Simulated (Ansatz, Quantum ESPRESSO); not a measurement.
# Mode couplings of Rh (Fm-3m) in a second program, part 3 of 4

Each step names its level of theory.

So far, highest frequency, solved or plainly interpolated (cm⁻¹): step 4 (phonons and couplings with ph.x: Fermi–Dirac smearing of …) 219. The relaxed cell has a = 3.830 Å (conventional setting).

### Step 5. Matrix elements on the k mesh: PseudoDojo files, cutoff 1197.3 eV, Fermi–Dirac smearing of 0.1 eV

The exported deformation potentials allow the same Gaussian double-delta sums that other programs print.

This step: DFT PBE, scalar-relativistic, plane waves, PseudoDojo norm-conserving pseudopotentials (Ansatz 0.2.0).

The input, input.yaml:

```yaml
crystal:
  lattice:
    - [0.0, 1.915167435, 1.915167435]
    - [1.915167435, 0.0, 1.915167435]
    - [1.915167435, 1.915167435, 0.0]
  atoms:
    - { symbol: Rh, position: [0.0, 0.0, 0.0] }
kpoints:
  mp_grid: { grid: [10, 10, 10] }
hamiltonian:
  xc: pbe
  pseudopotentials: { kind: nc, accuracy: standard }
scf:
  occupations: { method: fermi_dirac, width: 0.1 }
  n_extra_bands: 10
output:
  eigenvalues: true
basis:
  ecutwfc: 1197.301
phonons:
  method: dfpt
  qmesh: [2, 2, 2]
  temperatures: { t_max: 1000, t_step: 50 }
  qpath:
    path:
      - [[0.0, 0.0, 0.0], [0.5, 0.0, 0.5], [0.625, 0.25, 0.625]]
      - [[0.375, 0.375, 0.75], [0.0, 0.0, 0.0], [0.5, 0.5, 0.5], [0.5, 0.25, 0.75], [0.5, 0.0, 0.5]]
    npoints: 10
  electron_phonon_deformation_potentials: { window_half_width: 2.5 }
```

The run is started by

```
ansatz run input.yaml --threads 4 --pin off --max-ram 8192MiB --backend cpu --events-out ev --progress --plain --runs-dir out
```

Numbers of over 12 decimals in the logs are rounded to 6 here.

The log of the run:

```text
[...]
Crystal: 1 atoms, lattice volume = 14.049 Å³
Basis set: ecut = 1197.301 eV, 1363 PW (Γ), exchange–correlation on 64×64×64 points (8 copies of the dense FFT grid, shifted against one another)
Bands: 19, of which v1, the nominal top of the filled ones, is band 9 counted from 1 (8 counted from 0)
Symmetry: 48 space group operations
k-points: 47 of 1000
[...]
SCF iter   1: F=—  HF=-3192.098655 eV  |F-HF|=—  |Δ(HF+E_count)|=         —  Δρ=1.14e-1  dr2=1.59e0  ethr=3.10e-3  ⟨swp⟩=5.5  Hψ=5266  notcnv=0  defer=80
[...]
SCF iter   8: F=-3191.634200 eV  HF=-3191.634200 eV  |F-HF|=4.55e-13  |Δ(HF+E_count)|=  1.55e-11  Δρ=1.20e-7  dr2=5.24e-13  ethr=1.00e-12  ⟨swp⟩=13.7  Hψ=6248  notcnv=0
SCF 1 converged in 8 iterations: F = -3191.634200 eV  dr2 = 5.24e-13
NSCF: frozen V_eff on 47 k-points
[...]
DFPT response loops at q = (0, 0, 0) (fractional): preconditioner auto → Kerker (q_TF=auto, 2.816 Å⁻¹) (partly filled bands, converged f_vac=0.000); β = 1.00, the filter's whole step (`scf.mixing.beta` (0.50) is not read by the response loops under this deck's `scf.mixing.preconditioner`; to damp them name `kerker` or `kerker_dos`, under which they read `scf.mixing.beta`, and type it under 1.00, their step now; both keys bind the ground state too); Anderson in place of MSR1; while a model of the screening serves, it and β = 1 on shorter waves in the place of filter and β
[...]
SCF converged after 8 iterations
Free energy (F): -3191.634200 eV
[...]
Internal energy: -3191.586691 eV  (E = F + TS)
E sigma→0 (E₀):  -3191.610445 eV
Entropy (-TS):   -0.047509 eV (-47.509 meV/atom)
Fermi energy:    22.055527 eV
[...]
--- Band table (eV; the first three rows and the last of 47) ---
  k-point 0: bands = [... 5 lower, 19.0659, 19.0659, 19.0659, 21.0855, 21.0855, 38.2163, 43.5145, 43.5145, ... 6 higher]
  k-point 1: bands = [... 5 lower, 18.9090, 19.2090, 19.2090, 21.0141, 21.0141, 38.7287, 41.6536, 44.0548, ... 6 higher]
  k-point 2: bands = [... 5 lower, 18.7343, 19.4270, 19.4270, 21.0418, 21.0418, 38.5630, 39.7024, 45.4637, ... 6 higher]
  k-point 46: bands = [... 5 lower, 17.6299, 19.2314, 21.0965, 22.9965, 30.1321, 32.7824, 33.2081, 34.5421, ... 6 higher]
--- Phonons (Γ-DFPT): 1 representative perturbation + reference (Σ response iterations 2) ---
  ASR residual: 1.074e-3 → 0.000e0 eV/Å²; symmetrization residual: 6.505e-19 eV/Å²
  ASR residual per site (eV/Å²): 1.07e-3
  Γ frequencies (cm⁻¹): 0.00 0.00 0.00
--- Phonons (arbitrary-q DFPT): 3 irreducible q on the 2×2×2 mesh ---
  q = [0.0000, 0.0000, 0.0000] (star 1, of the zone-centre solve; hermiticity 2.94e-27, symmetrization 6.06e-16): -0.00 -0.00 -0.00
  q = [0.0000, 0.0000, -0.5000] (star 4, 1 solved perturbation in 226 linear systems a pass and spin channel, the states on 116 of 1000 k-point pairs; hermiticity 5.76e-14, symmetrization 1.47e-13): 136.61 136.61 237.89
  q = [0.0000, -0.5000, -0.5000] (star 3, 2 solved perturbations in 204 linear systems a pass and spin channel, the states on 102 of 1000 k-point pairs; hermiticity 3.90e-14, symmetrization 1.92e-13): 176.24 176.24 225.88
  sum rule: each row above includes the acoustic sum rule's correction from the zone centre's row sums; it moved no ω² by more than (1.68 cm⁻¹)²
  mesh force constants: q→R imaginary residual 0.00e0; ASR residual 1.074e-3 → 0.000e0 eV/Å²; symmetrization residual 3.510e-15 eV/Å²
  interpolated dispersion: 62 rows × 3 modes
  density of states and harmonic sums: on the 28×28×28 q-mesh, interpolated from the force constants of a 2×2×2 supercell (no non-analytic term)
  largest difference from the sums on the solved wave vectors: F 6.48e-2 eV, S 9.71e-5 and C_V 3.23e-5 eV/K
  zero-point energy: 0.031231 eV/cell   skipped modes (ω ≤ 0): 3   left out of the sums: 4.56e-5 of the cell's modes: C_V's classical limit lies that fraction below 3 k_B per atom; for a crystal, a wire or a layer, F and S can be off by more, and a phonons.interpolated_qmesh denser along its periods is the remedy for the sampling
Electron–phonon deformation potentials of 2 wavevectors written to <dir>
```

Run time: 16 s. Hardware: 4 threads of Arm Neoverse V1, shared host; peak memory 1.2 GiB.

In the SCF lines HF is the Harris–Foulkes energy and dr2 the Hartree energy of the density residual, in eV; the loop may stop once dr2 is under the threshold and the program's other checks hold. Hψ counts applications of the Hamiltonian.

Numbers from this step:

* zero point energy: 0.03123 eV/cell
* share of imaginary modes in the plain interpolation between solved wavevectors: 0
* highest frequency, solved or plainly interpolated: 237.9 cm⁻¹
* Debye temperature (second moment): 321 K

Allen's double-delta sum on the run's k mesh, delta = exp(-(x/sigma)^2)/(sigma sqrt(pi)); at the zone centre the sum is no linewidth. Double-delta sums:

```csv
q1,q2,q3,star,mode,omega (meV),"lambda_q, sigma 0.05 eV","lambda_q, sigma 0.1 eV","lambda_q, sigma 0.2 eV","lambda_q, sigma 0.3 eV","lambda_q, sigma 0.4 eV",half width at sigma 0.2 (meV),<D²> at sigma 0.2 ((eV/Å)²),nesting at sigma 0.2 (1/eV²)
0,0,-0.5,4,1,16.94,0.009699,0.08559,0.09077,0.1122,0.1324,0.06134,1.299,0.3701
0,0,-0.5,4,2,16.94,0.009699,0.08559,0.09077,0.1122,0.1324,0.06134,1.299,0.3701
0,0,-0.5,4,3,29.49,0.004431,0.03873,0.03952,0.04716,0.05946,0.08098,1.714,0.3701
0,-0.5,-0.5,3,1,21.85,0.1746,0.2328,0.2312,0.2152,0.1831,0.26,2.521,0.8082
0,-0.5,-0.5,3,2,21.85,0.1746,0.2328,0.2312,0.2152,0.1831,0.26,2.521,0.8082
0,-0.5,-0.5,3,3,28.01,0.2661,0.2867,0.191,0.1412,0.1195,0.3529,3.422,0.8082
```

Mean over the q mesh without its centre; few wavevectors enter, so none of the widths can be taken as converged. Table of coupling constant λ, lambda by Gaussian width:

```csv
Gaussian width (eV),"coupling constant λ, lambda"
0.050,0.277
0.100,0.442
0.200,0.406
0.300,0.400
0.400,0.393
```

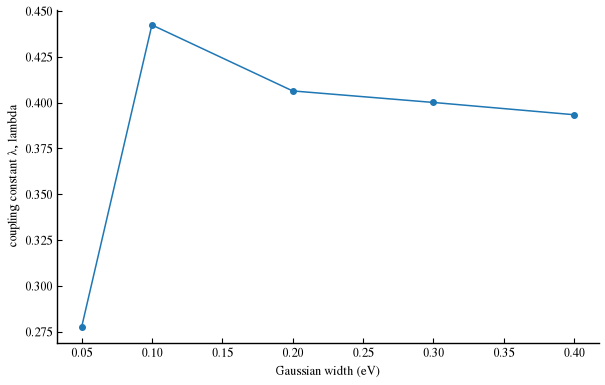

Coupling constant λ, lambda, plotted against Gaussian width.

Among the solved wavevectors the lowest mode, translations apart, is 137 cm⁻¹, so these are real on this k mesh.

### Step 6. Ground state with pw.x

ph.x needs a tightly converged ground state on the same k mesh; the cell is that of the step before.

This step: DFT PBE, scalar-relativistic, plane waves, PseudoDojo norm-conserving pseudopotentials (Quantum ESPRESSO 7.5).

The input, pw.in:

```
 &control
    calculation='scf',
    prefix='x',
    outdir='./tmp',
    pseudo_dir='./pseudo',
    tprnfor=.true.,
    tstress=.true.,
 /
 &system
    ibrav=0,
    nat=1,
    ntyp=1,
    ecutwfc=88.0,
    ecutrho=352.0,
    occupations='smearing',
    smearing='fd',
    degauss=0.00734986,
    nbnd=16,
 /
 &electrons
    conv_thr=1.0d-11,
    mixing_beta=0.5,
 /
ATOMIC_SPECIES
 Rh    102.9055  Rh.upf
CELL_PARAMETERS angstrom
     0.000000000    1.915167435    1.915167435
     1.915167435    0.000000000    1.915167435
     1.915167435    1.915167435    0.000000000
ATOMIC_POSITIONS crystal
 Rh     0.000000000   0.000000000   0.000000000
K_POINTS automatic
 10 10 10 0 0 0
```

The run is started by

```
OMP_NUM_THREADS=1 mpirun -n 4 pw.x -nk 4 -in pw.in > pw.x.log
```

The log of the run:

```text
[banner, memory and clock lines left out]
Program PWSCF v.7.5

     Message from routine setup:
     using ibrav=0 with symmetry is DISCOURAGED, use correct ibrav instead

     G-vector sticks info

     bravais-lattice index     =            0
     lattice parameter (alat)  =       5.1182  a.u.
     unit-cell volume          =      94.8084 (a.u.)^3
     number of atoms/cell      =            1
     number of atomic types    =            1
     number of electrons       =        17.00
     number of Kohn-Sham states=           16
     kinetic-energy cutoff     =      88.0000  Ry
     charge density cutoff     =     352.0000  Ry
     scf convergence threshold =      1.0E-11
     mixing beta               =       0.5000
     number of iterations used =            8  plain     mixing
     Exchange-correlation= PBE
                           (   1   4   3   4   0   0   0)

     celldm(1)=   5.118240  celldm(2)=   0.000000  celldm(3)=   0.000000
     celldm(4)=   0.000000  celldm(5)=   0.000000  celldm(6)=   0.000000

     crystal axes: (cart. coord. in units of alat)
               a(1) = (   0.000000   0.707107   0.707107 )
               a(2) = (   0.707107   0.000000   0.707107 )
               a(3) = (   0.707107   0.707107   0.000000 )

     reciprocal axes: (cart. coord. in units 2 pi/alat)
               b(1) = ( -0.707107  0.707107  0.707107 )
               b(2) = (  0.707107 -0.707107  0.707107 )
               b(3) = (  0.707107  0.707107 -0.707107 )

     PseudoPot. # 1 for Rh read from file:
     ./pseudo/Rh.upf
     Pseudo is Norm-conserving + core correction, Zval = 17.0
     Using radial grid of 1568 points,  6 beta functions with:
                l(1) =   0
                l(2) =   0
                l(3) =   1
                l(4) =   1
                l(5) =   2
                l(6) =   2

     atomic species   valence    mass     pseudopotential
     Rh               17.00   102.90550     Rh( 1.00)

     48 Sym. Ops., with inversion, found

   Cartesian axes

     site n.     atom                  positions (alat units)
         1        Rh     tau(   1) = (   0.0000000   0.0000000   0.0000000  )

     number of k points=    47  Fermi-Dirac smearing, width (Ry)=  0.0073
                       cart. coord. in units 2pi/alat
        k(    1) = (   0.0000000   0.0000000   0.0000000), wk =   0.0020000
        k(    2) = (   0.0707107   0.0707107  -0.0707107), wk =   0.0160000
        k(    3) = (   0.1414214   0.1414214  -0.1414214), wk =   0.0160000
        k(    4) = (   0.2121320   0.2121320  -0.2121320), wk =   0.0160000
        k(    5) = (   0.2828427   0.2828427  -0.2828427), wk =   0.0160000
        k(    6) = (  -0.3535534  -0.3535534   0.3535534), wk =   0.0080000
        k(    7) = (   0.1414214  -0.0000000   0.0000000), wk =   0.0120000
        k(    8) = (   0.2121320   0.0707107  -0.0707107), wk =   0.0480000
        k(    9) = (   0.2828427   0.1414214  -0.1414214), wk =   0.0480000
        k(   10) = (   0.3535534   0.2121320  -0.2121320), wk =   0.0480000
        k(   11) = (  -0.2828427  -0.4242641   0.4242641), wk =   0.0480000
        k(   12) = (  -0.2121320  -0.3535534   0.3535534), wk =   0.0480000
        k(   13) = (  -0.1414214  -0.2828427   0.2828427), wk =   0.0480000
        k(   14) = (  -0.0707107  -0.2121320   0.2121320), wk =   0.0480000
        k(   15) = (   0.0000000  -0.1414214   0.1414214), wk =   0.0240000
        k(   16) = (   0.2828427  -0.0000000   0.0000000), wk =   0.0120000
[...]
k(   40) = (   0.0000000  -0.2828427   0.4242641), wk =   0.0480000
        k(   41) = (  -0.1414214  -0.5656854   0.7071068), wk =   0.0480000
        k(   42) = (  -0.0707107  -0.4949747   0.6363961), wk =   0.0960000
        k(   43) = (   0.0000000  -0.4242641   0.5656854), wk =   0.0480000
        k(   44) = (  -0.7071068   0.1414214   0.0000000), wk =   0.0240000
        k(   45) = (  -0.1414214  -0.4242641   0.7071068), wk =   0.0480000
        k(   46) = (  -0.0707107  -0.3535534   0.6363961), wk =   0.0480000
        k(   47) = (  -0.7071068   0.2828427   0.0000000), wk =   0.0240000

     Dense  grid:    10657 G-vectors     FFT dimensions: (  32,  32,  32)

     Initial potential from superposition of free atoms

     starting charge      16.9994, renormalised to      17.0000
     Starting wfcs are   10 randomized atomic wfcs +    6 random wfcs

     per-process dynamical memory:    14.3 Mb

     Self-consistent Calculation

     iteration #  1     ecut=    88.00 Ry     beta= 0.50
     Davidson diagonalization with overlap
     ethr =  1.00E-02,  avg # of iterations =  5.1

     Threshold (ethr) on eigenvalues was too large:
     Diagonalizing with lowered threshold

     Davidson diagonalization with overlap
     ethr =  6.86E-04,  avg # of iterations =  1.2

     total energy              =    -234.54928597 Ry
     estimated scf accuracy    <       0.11629494 Ry

     iteration #  2     ecut=    88.00 Ry     beta= 0.50
     Davidson diagonalization with overlap
     ethr =  6.84E-04,  avg # of iterations =  2.0

     total energy              =    -234.57842708 Ry
     estimated scf accuracy    <       0.00860359 Ry

     iteration #  3     ecut=    88.00 Ry     beta= 0.50
     Davidson diagonalization with overlap
     ethr =  5.06E-05,  avg # of iterations =  1.7

     total energy              =    -234.58002106 Ry
     estimated scf accuracy    <       0.00055274 Ry

     iteration #  4     ecut=    88.00 Ry     beta= 0.50
     Davidson diagonalization with overlap
     ethr =  3.25E-06,  avg # of iterations =  3.2

     total energy              =    -234.58006832 Ry
     estimated scf accuracy    <       0.00001203 Ry

     iteration #  5     ecut=    88.00 Ry     beta= 0.50
     Davidson diagonalization with overlap
     ethr =  7.08E-08,  avg # of iterations =  1.9

     total energy              =    -234.58006989 Ry
     estimated scf accuracy    <       0.00000095 Ry

     iteration #  6     ecut=    88.00 Ry     beta= 0.50
     Davidson diagonalization with overlap
     ethr =  5.60E-09,  avg # of iterations =  2.0

     total energy              =    -234.58007005 Ry
     estimated scf accuracy    <       0.00000008 Ry

     iteration #  7     ecut=    88.00 Ry     beta= 0.50
     Davidson diagonalization with overlap
     ethr =  4.98E-10,  avg # of iterations =  1.0

     total energy              =    -234.58007006 Ry
     estimated scf accuracy    <          4.6E-09 Ry

     iteration #  8     ecut=    88.00 Ry     beta= 0.50
     Davidson diagonalization with overlap
     ethr =  2.72E-11,  avg # of iterations =  2.0

     total energy              =    -234.58007006 Ry
     estimated scf accuracy    <          3.2E-10 Ry

     iteration #  9     ecut=    88.00 Ry     beta= 0.50
     Davidson diagonalization with overlap
     ethr =  1.86E-12,  avg # of iterations =  1.1

     End of self-consistent calculation

          k = 0.0000 0.0000 0.0000 (  1363 PWs)   bands (ev):

   -56.7998 -24.2913 -24.2913 -24.2913  14.2417  19.0664  19.0664  19.0664
    21.0861  21.0861  38.2168  43.5151  43.5151  43.5151  49.0042  53.6921

          k = 0.0707 0.0707-0.0707 (  1321 PWs)   bands (ev):

   -56.7900 -24.3580 -24.3003 -24.3003  14.6272  18.9096  19.2096  19.2096
    21.0147  21.0147  38.7292  41.6541  44.0554  44.0554  50.2518  52.6087

          k = 0.1414 0.1414-0.1414 (  1324 PWs)   bands (ev):

   -56.7645 -24.5308 -24.3241 -24.3241  15.5778  18.7349  19.4276  19.4276
    21.0423  21.0423  38.5635  39.7029  45.4642  45.4642  48.2279  49.8804

          k = 0.2121 0.2121-0.2121 (  1335 PWs)   bands (ev):

   -56.7328 -24.7409 -24.3533 -24.3533  16.2222  19.3269  19.3269  19.5306
    21.5738  21.5738  35.3938  39.2149  46.0329  46.0329  48.1993  48.1993

          k = 0.2828 0.2828-0.2828 (  1326 PWs)   bands (ev):

   -56.7070 -24.9080 -24.3768 -24.3768  16.1814  19.0951  19.0951  21.5033
    22.2774  22.2774  32.1681  38.1231  44.0717  44.0717  49.6043  49.6044

          k =-0.3536-0.3536 0.3536 (  1350 PWs)   bands (ev):

   -56.6972 -24.9713 -24.3858 -24.3858  16.1005  18.9944  18.9944  22.5940
    22.5940  22.7947  30.4629  37.6897  43.2413  43.2413  50.2814  50.2814

          k = 0.1414-0.0000 0.0000 (  1323 PWs)   bands (ev):

   -56.7868 -24.3560 -24.3154 -24.3154  14.7564  18.7361  19.3320  19.3320
    20.7410  21.2146  38.9364  42.1897  43.4599  43.4599  51.6238  51.6238

          k = 0.2121 0.0707-0.0707 (  1332 PWs)   bands (ev):

   -56.7665 -24.4843 -24.3439 -24.3333  15.5450  18.4192  19.5685  19.6208
    20.5813  21.3598  39.6091  40.1079  43.5457  44.3714  49.2361  50.1276

          k = 0.2828 0.1414-0.1414 (  1328 PWs)   bands (ev):

[...]
k = 0.3536 0.2121-0.2121 (  1316 PWs)   bands (ev):

[...]
k =-0.2828-0.4243 0.4243 (  1323 PWs)   bands (ev):

[...]
k =-0.2121-0.3536 0.3536 (  1320 PWs)   bands (ev):

[...]
k =-0.1414-0.2828 0.2828 (  1325 PWs)   bands (ev):

[...]
k =-0.0707-0.2121 0.2121 (  1335 PWs)   bands (ev):

[...]
k = 0.0000-0.1414 0.1414 (  1319 PWs)   bands (ev):

[...]
k = 0.2828-0.0000 0.0000 (  1319 PWs)   bands (ev):

[...]
k = 0.3536 0.0707-0.0707 (  1322 PWs)   bands (ev):

[...]
k = 0.4243 0.1414-0.1414 (  1318 PWs)   bands (ev):

[...]
k =-0.2121-0.4950 0.4950 (  1322 PWs)   bands (ev):

[...]
k =-0.1414-0.4243 0.4243 (  1313 PWs)   bands (ev):

[...]
k =-0.0707-0.3536 0.3536 (  1327 PWs)   bands (ev):

[...]
k = 0.0000-0.2828 0.2828 (  1326 PWs)   bands (ev):

[...]
k = 0.4243 0.0000-0.0000 (  1323 PWs)   bands (ev):

[...]
k = 0.4950 0.0707-0.0707 (  1319 PWs)   bands (ev):

[...]
k =-0.1414-0.5657 0.5657 (  1320 PWs)   bands (ev):

[...]
k =-0.0707-0.4950 0.4950 (  1317 PWs)   bands (ev):

[...]
k =-0.0000-0.4243 0.4243 (  1320 PWs)   bands (ev):

[...]
k = 0.5657-0.0000 0.0000 (  1319 PWs)   bands (ev):

[...]
k =-0.0707-0.6364 0.6364 (  1317 PWs)   bands (ev):

[...]
k = 0.0000-0.5657 0.5657 (  1322 PWs)   bands (ev):

[...]
k =-0.7071 0.0000 0.0000 (  1298 PWs)   bands (ev):

[...]
k = 0.2828 0.1414 0.0000 (  1333 PWs)   bands (ev):

[...]
k = 0.3536 0.2121-0.0707 (  1327 PWs)   bands (ev):

[...]
k =-0.2828-0.4243 0.5657 (  1324 PWs)   bands (ev):

[...]
k =-0.2121-0.3536 0.4950 (  1316 PWs)   bands (ev):

[...]
k = 0.4243 0.1414-0.0000 (  1315 PWs)   bands (ev):

[...]
k =-0.2121-0.4950 0.6364 (  1316 PWs)   bands (ev):

[...]
k =-0.1414-0.4243 0.5657 (  1314 PWs)   bands (ev):

[...]
k =-0.0707-0.3536 0.4950 (  1327 PWs)   bands (ev):

[...]
k = 0.0000-0.2828 0.4243 (  1327 PWs)   bands (ev):

[...]
k =-0.1414-0.5657 0.7071 (  1322 PWs)   bands (ev):

[...]
k =-0.0707-0.4950 0.6364 (  1317 PWs)   bands (ev):

[...]
k = 0.0000-0.4243 0.5657 (  1308 PWs)   bands (ev):

[...]
k =-0.7071 0.1414 0.0000 (  1308 PWs)   bands (ev):

   -56.6635 -24.8953 -24.5795 -24.5438  16.2806  16.6273  21.3006  22.0762
    22.9954  27.2675  33.7154  34.6463  34.8978  45.2158  46.5979  51.9768

          k =-0.1414-0.4243 0.7071 (  1330 PWs)   bands (ev):

   -56.6719 -24.8064 -24.6501 -24.4989  17.3556  17.7365  18.8027  21.1528
    22.4145  27.7518  33.7418  34.1308  36.7711  46.5031  46.8844  52.9065

          k =-0.0707-0.3536 0.6364 (  1326 PWs)   bands (ev):

   -56.6666 -24.7752 -24.7057 -24.5186  17.3441  18.1170  18.5404  20.8723
    22.7174  30.3398  30.8036  34.7032  35.6392  46.1981  47.9871  53.1830

          k =-0.7071 0.2828 0.0000 (  1318 PWs)   bands (ev):

   -56.6634 -24.7989 -24.6783 -24.5476  17.0241  17.6305  19.2320  21.0971
    22.9971  30.1326  32.7830  33.2087  34.5426  46.5913  49.1294  50.5192

     the Fermi energy is    22.0561 ev

!    total energy              =    -234.58007006 Ry
     estimated scf accuracy    <          6.2E-12 Ry
     smearing contrib. (-TS)   =      -0.00349184 Ry
     internal energy E=F+TS    =    -234.57657821 Ry

     The total energy is F=E-TS. E is the sum of the following terms:
     one-electron contribution =     -52.13153475 Ry
     hartree contribution      =      38.44003431 Ry
     xc contribution           =     -37.82716471 Ry
     ewald contribution        =    -183.05791307 Ry

     convergence has been achieved in   9 iterations

     Forces acting on atoms (cartesian axes, Ry/au):

     atom    1 type  1   force =     0.00000000    0.00000000    0.00000000

     Total force =     0.000000     Total SCF correction =     0.000000

     Computing stress (Cartesian axis) and pressure

          total   stress  (Ry/bohr**3)                   (kbar)     P=        5.27
   0.00003583   0.00000000   0.00000000            5.27        0.00        0.00
   0.00000000   0.00003583   0.00000000            0.00        5.27        0.00
   0.00000000   0.00000000   0.00003583            0.00        0.00        5.27

     XML data file, charge density, pseudopotentials, collected wavefunctions
```

Run time: 3.7 s. Hardware: 4 MPI ranks; 14 s of CPU time.

Numbers from this step:

| Property | Result |
| --- | --- |
| pressure | 0.5270 GPa |

With these potentials, mesh and smearing the cell is at 0.53 GPa.

(Part 3 of 4 ends here.)

[Logs are printed without paths, hosts, clocks, repeated set-up lines and the standing remarks that a program may print on its own settings, such as how far it seeks lower states.]

[Hosts, paths, dates, database ids (printed as entryN), source tags and the programs' standing remarks are cut or masked in the printed files.]
